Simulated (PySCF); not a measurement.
Be(OMe)(SiH3), SMILES C[O][Be][SiH3] (CH₆BeOSi) at its CAM-B3LYP/def2-SVP optimised geometry (Å):

```
10

Be     0.2201    -0.1095     0.0000
O     -1.1679    -0.1105     0.0012
C     -2.5492    -0.1158     0.0032
H     -2.9446    -0.0832    -1.0259
H     -2.9386    -1.0262     0.4891
H     -2.9454     0.7573     0.5483
Si     2.3774    -0.1095     0.0000
H      2.9454     1.1825     0.4931
H      2.9456    -0.3286    -1.3654
H      2.9452    -1.1825     0.8725
```

Level of theory: CAM-B3LYP/def2-TZVP in PySCF 2.14.0. Cells within 0.4 Å of a nucleus heavier than hydrogen are left out (blank, or x).

Map of the electrostatic potential (hartree/e), clipped to [-0.08, 0.12] on the plane z = 0.0 Å:

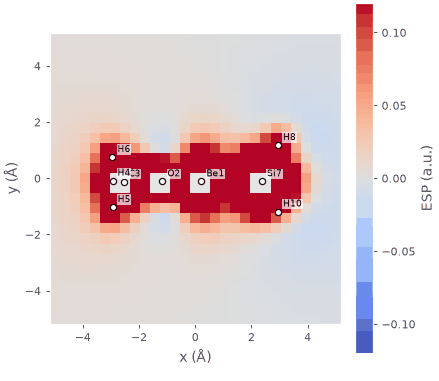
*Electrostatic potential (hartree/e), clipped to [-0.08, 0.12] on the plane z = 0.0 Å.*
